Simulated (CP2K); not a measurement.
**Two attempts at C2H5AlClNO (SMILES [H]/N=C/C(Cl)[O][AlH2])**

Aim: energy and forces of C2H5AlClNO at GFN1-xTB.

The calculation is run with CP2K 2026.2.

5 further runs of the same task are left out: 2 that didn't finish, 3 set aside as unsound or not needed.

## (1) The system as given

The species is C2H5AlClNO (11 atoms), meant as a singlet with charge 0. SMILES: `[H]/N=C/C(Cl)[O][AlH2]`. Geometry: a rough force-field guess. This is one conformer, not always the lowest.

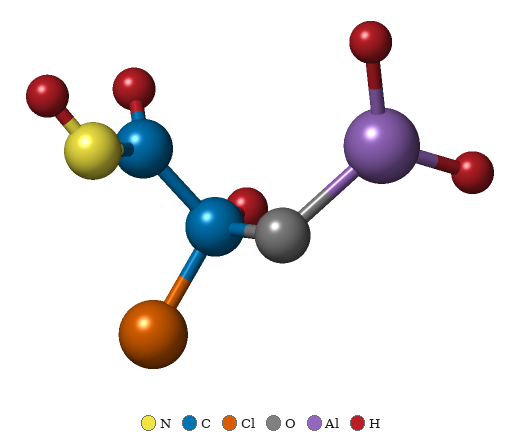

The structure, seen from a chosen angle (nitrogen yellow, carbon blue, chlorine orange, oxygen grey, aluminium purple, hydrogen red).

## (2) First attempt

The input, molecule.xyz:

```xyz
11

N      1.086400    -1.320400     1.364800
C     -0.043500    -0.623700     1.112600
C     -0.700700    -0.653100    -0.265400
Cl    -1.123700    -2.307300    -0.609400
O      0.261300    -0.268700    -1.255700
Al     0.358600     1.606800    -1.406400
H      1.498700    -1.244200     2.290700
H     -0.458600    -0.007100     1.891100
H     -1.584900    -0.010400    -0.218900
H      1.391500     2.417700    -0.483700
H     -0.619900     2.353400    -2.399100
```

The input, molecule.inp:

```
&GLOBAL
  PROJECT_NAME molecule
  RUN_TYPE ENERGY_FORCE
  PRINT_LEVEL MEDIUM
&END GLOBAL

&FORCE_EVAL
  METHOD QS
  &DFT
    CHARGE 6
    ! Quickstep
    &QS
      METHOD XTB
      EPS_DEFAULT 1.0E-10
      &XTB
        GFN_TYPE 1
        CHECK_ATOMIC_CHARGES F
      &END XTB
    &END QS
    &POISSON
      PERIODIC NONE
      POISSON_SOLVER ANALYTIC
    &END POISSON
    &SCF
      SCF_GUESS ATOMIC
      EPS_SCF 1.0E-07
      MAX_SCF 89
      ADDED_MOS 2
      &DIAGONALIZATION
        ALGORITHM STANDARD
      &END DIAGONALIZATION
      &MIXING
        METHOD BROYDEN_MIXING
        ALPHA 0.4
        NBUFFER 8
      &END MIXING
      &SMEAR ON
        METHOD FERMI_DIRAC
        ELECTRONIC_TEMPERATURE [K] 300
      &END SMEAR
    &END SCF
    ! extra output
    &PRINT
      &MOMENTS
        PERIODIC F
        REFERENCE COM
        MAX_MOMENT 1
      &END MOMENTS
      &MO ON
        ENERGIES T
        OCCUPATION_NUMBERS T
        NDIGITS 6
        &EACH
          QS_SCF 0
        &END EACH
        ADD_LAST NUMERIC
      &END MO
      &HIRSHFELD OFF
      &END HIRSHFELD
    &END PRINT
  &END DFT
  ! structure
  &SUBSYS
    &CELL
      ABC 13.1 14.7 14.7
      PERIODIC NONE
    &END CELL
    &TOPOLOGY
      COORD_FILE_NAME molecule.xyz
      COORD_FILE_FORMAT XYZ
      &CENTER_COORDINATES
      &END CENTER_COORDINATES
    &END TOPOLOGY
  &END SUBSYS
  ! extra output
  &PRINT
    &FORCES ON
    &END FORCES
  &END PRINT
&END FORCE_EVAL
```

The run is started by

```sh
$ OMP_NUM_THREADS=1 cp2k.psmp -i molecule.inp -o molecule.out
```

Standard output:

```text
CP2K| version string:                                       CP2K version 2026.2
 CP2K| Input file name                                              molecule.inp

 GLOBAL| Basis set file name                                           BASIS_SET
 GLOBAL| Potential file name                                           POTENTIAL
 GLOBAL| Coordinate file name                                       molecule.xyz
 GLOBAL| Method name                                                        CP2K
 GLOBAL| Project name                                                   molecule
 GLOBAL| Run type                                                   ENERGY_FORCE
 GLOBAL| FFT library                                                       FFTW3
 GLOBAL| Diagonalization library                                       ScaLAPACK
 GLOBAL| Global print level                                               MEDIUM
 GLOBAL| Total number of message passing processes                             1
 GLOBAL| Number of threads for this process                                    1
 GLOBAL| CPU model name                                                  UNKNOWN

[... 38 lines left out ...]
 xTB| tblite SCC mixer max weight:                                     1.000E+05
[... 183 lines left out ...]
 *** WARNING in qs_mo_occupation.F:754 :: Fermi-Dirac smearing includes ***
[... 31 lines left out ...]
 *** WARNING in qs_mo_occupation.F:754 :: Fermi-Dirac smearing includes ***
[... 26 lines left out ...]
 *** WARNING in qs_mo_occupation.F:754 :: Fermi-Dirac smearing includes ***
[... 32 lines left out ...]
 *** WARNING in qs_mo_occupation.F:754 :: Fermi-Dirac smearing includes ***
[... 34 lines left out ...]
 *** WARNING in qs_mo_occupation.F:754 :: Fermi-Dirac smearing includes ***
[... 22 lines left out ...]
 *** WARNING in qs_mo_occupation.F:754 :: Fermi-Dirac smearing includes ***
[... 25 lines left out ...]
 *** WARNING in qs_mo_occupation.F:754 :: Fermi-Dirac smearing includes ***
[... 20 lines left out ...]
  Electronic energy:                                            1.40583434118876
[... 4 lines left out ...]
  Fermi energy:                                                -1.25099466616851
[... 1 line left out ...]
  Total energy:                                               -15.82833572987533
  Total energy (extrapolated to T->0):                        -15.82832632157411

 *******************************************************************************
 *   ___                                                                       *
 *  /   \                                                                      *
 * [ABORT]                                                                     *
 *  \___/     SCF run NOT converged. To continue the calculation regardless,   *
 *    |             please set the keyword IGNORE_CONVERGENCE_FAILURE.         *
 *  O/|                                                                        *
 * /| |                                                                        *
 * / \                                                            qs_scf.F:702 *
 *******************************************************************************

 ===== Routine Calling Stack =====

            4 scf_env_do_scf
            3 qs_energies
            2 qs_forces
            1 CP2K

Program received signal SIGABRT: Process abort signal.

Backtrace for this error:
#0  0x51ffc6fbf957 in ???
#1  0x51ffe7874cac in __pthread_kill_implementation
#2  0x51ffe781bfb7 in raise
#3  0x51ffe7805d37 in abort
#4  0x51ffc7692d83 in ???
#5  0x51ffc7694297 in ???
#6  0x51ffc85699ab in ???
#7  0x51ffc8573c7b in ???
#8  0x51ffc83e555b in ???
#9  0x51ffc7274d13 in ???
#10  0x51ffc706a0cf in ???
#11  0x51ffc794745f in ???
#12  0x51ffc7949d0b in ???
#13  0x51ffc7060db3 in ???
#14  0x51ffc705ef13 in ???
#15  0x51ffe7806573 in __libc_start_call_main
#16  0x51ffe7806657 in __libc_start_main_impl
#17  0x51ffc705f06f in ???
#18  0xffffffffffffffff in ???
```

Wall time 0.64 s (1 thread of Arm Neoverse N1, shared host); peak memory 0.15 GiB.

## (3) Reading the log

The iterations ended before the threshold was met.

The telling line is `\___/     SCF run NOT converged. To continue the calculation regardless,`. The fault: the charge typed isn't that of the species meant. To mend it: charge 0 in place of 6.

## (4) Second attempt

molecule.xyz is that of step 2.

The input, qs.inp:

```
&GLOBAL
   PROJECT_NAME qs
   RUN_TYPE ENERGY_FORCE
   PRINT_LEVEL MEDIUM
&END GLOBAL

&FORCE_EVAL
   METHOD Quickstep
   &DFT
      CHARGE 0
      MULTIPLICITY 1
      &QS
         METHOD XTB
         EPS_DEFAULT 1.0E-10
         &XTB
            GFN_TYPE 1
            CHECK_ATOMIC_CHARGES F
         &END XTB
      &END QS
      &POISSON
         PERIODIC NONE
         POISSON_SOLVER ANALYTIC
      &END POISSON
      ! self-consistent field
      &SCF
         SCF_GUESS ATOMIC
         EPS_SCF 1.0E-07
         MAX_SCF 100
         ADDED_MOS 2
         &DIAGONALIZATION
            ALGORITHM STANDARD
         &END DIAGONALIZATION
         &MIXING
            METHOD BROYDEN_MIXING
            ALPHA 0.4
            NBUFFER 8
         &END MIXING
         &SMEAR ON
            METHOD FERMI_DIRAC
            ELECTRONIC_TEMPERATURE [K] 300
         &END SMEAR
      &END SCF
      ! extra output
      &PRINT
         &MOMENTS
            PERIODIC F
            REFERENCE COM
            MAX_MOMENT 1
         &END MOMENTS
         &MO ON
            ENERGIES T
            OCCUPATION_NUMBERS T
            NDIGITS 6
            &EACH
               QS_SCF 0
            &END EACH
            ADD_LAST NUMERIC
         &END MO
         &HIRSHFELD OFF
         &END HIRSHFELD
      &END PRINT
   &END DFT
   ! atoms, cell and kinds
   &SUBSYS
      &CELL
         ABC [angstrom] 13.1 14.7 14.7
         PERIODIC NONE
      &END CELL
      &TOPOLOGY
         COORD_FILE_NAME molecule.xyz
         COORD_FILE_FORMAT XYZ
         &CENTER_COORDINATES
         &END CENTER_COORDINATES
      &END TOPOLOGY
   &END SUBSYS
   ! extra output
   &PRINT
      &FORCES ON
      &END FORCES
   &END PRINT
&END FORCE_EVAL
```

The run is started by

```sh
$ OMP_NUM_THREADS=1 cp2k.psmp -i qs.inp > qs.out 2>&1
```

Standard output:

```text
CP2K| version string:                                       CP2K version 2026.2
[...]
 GLOBAL| Method name                                                        CP2K
[...]
 GLOBAL| Run type                                                   ENERGY_FORCE
[...]
                             - Atoms:                                         11
[...]
                             - Spherical basis functions:                     44
[...]
 Number of electrons:                                                         34
[...]
     1 NoMix/Diag. 0.40E+00    0.0     1.24589231       -20.0055988246 -2.00E+01
[...]
    53 Broy./Diag. 0.40E+00    0.0     0.00000002       -20.3369508963 -3.15E-07
  *** SCF run converged in    53 steps ***
[...]
  Fermi energy:                                                -0.33578732471807
[...]
 TB_DIPOLE| Moment [Debye]         -1.32124450       3.31618279       1.85212332
 TB_DIPOLE| Derivative [a.u.]       0.00000000       0.00000000       0.00000000
[...]
 ENERGY| Total FORCE_EVAL ( QS ) energy [hartree]            -20.336950804155876
 FORCES| Atomic forces [hartree/bohr]
 FORCES|   Atom     x               y               z               |f|
 FORCES|      1 -7.27244338E-02  3.86173206E-02 -3.47329608E-02   8.93673278E-02
 FORCES|      2  8.25458988E-02 -4.80673508E-02  1.52584423E-02   9.67321854E-02
 FORCES|      3  4.07896161E-02  3.72627183E-03  5.04778545E-03   4.12693351E-02
 FORCES|      4 -1.15698703E-02 -1.48955267E-02 -3.07032332E-03   1.91093040E-02
 FORCES|      5 -1.95440492E-02  4.39752375E-02  1.16384429E-02   4.95100467E-02
 FORCES|      6  4.73579622E-03 -1.55220704E-02  1.45504821E-03   1.62935447E-02
 FORCES|      7 -7.44549396E-03  6.40273666E-03  4.42896599E-03   1.07724722E-02
 FORCES|      8 -9.48392892E-03  7.00509664E-03  6.25399247E-03   1.33464867E-02
 FORCES|      9 -4.85128526E-03  3.90442371E-05 -5.23793068E-03   7.13949655E-03
 FORCES|     10 -8.64737677E-03 -1.14832969E-02 -7.81113031E-03   1.63602258E-02
 FORCES|     11  6.19512695E-03 -9.79746268E-03  6.76966776E-03   1.34237951E-02
 FORCES| Sum    -1.24032729E-16  3.33066907E-16  3.46077333E-16
 FORCES| Total atomic force                                       4.96071772E-16
[...]
```

Wall time 0.62 s (1 thread of Arm Neoverse N1, shared host); peak memory 0.15 GiB.

## (5) Results

Level: GFN1-xTB.

```
                                 quantity          value
                             total energy   -20.33695 Eh
dipole moment (from atomic charges alone)         4.02 D
                              HOMO energy      -11.67 eV
                              LUMO energy       -8.26 eV
                            HOMO–LUMO gap        3.41 eV
                        dispersion energy  -11.11 kJ/mol
                 largest force on an atom     4.974 eV/Å
```

What this shows: The dipole comes from point charges on the atoms alone, without atomic dipoles, so it is partial. The largest force is 4.97 eV/Å: the shape isn't a stationary point for this species at this level.
